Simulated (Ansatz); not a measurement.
We consider cubic perovskite CsCdF₃, described by HSE06 (PAW; Ansatz, an electronic-structure program).

Numerical settings: plane-wave cutoff 460 eV, 6×6×6 k mesh, Fermi–Dirac smearing 0.01 eV, scalar-relativistic PAW data made under PBE.

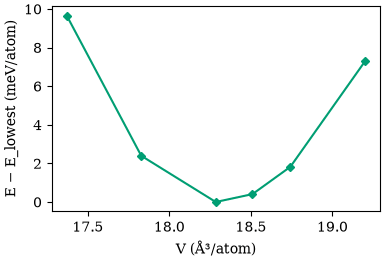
Figure: Total energy against volume

Question: From the curve, estimate the equilibrium volume and the bulk modulus.

Answer: V0 ≈ 18.3 Å³/atom and B0 ≈ 59 GPa; the fit gives V0 = 18.305 Å³/atom, B0 = 58.7 GPa, B′ = 4.9.

Note: the relaxation could not lower the start's symmetry, so the cell can be a saddle point above a distorted one.

Spin–orbit coupling is not included.

The computed numbers hold no vibrational or temperature effects.

Cost on a shared machine: about 30 core-minutes (a rough figure).
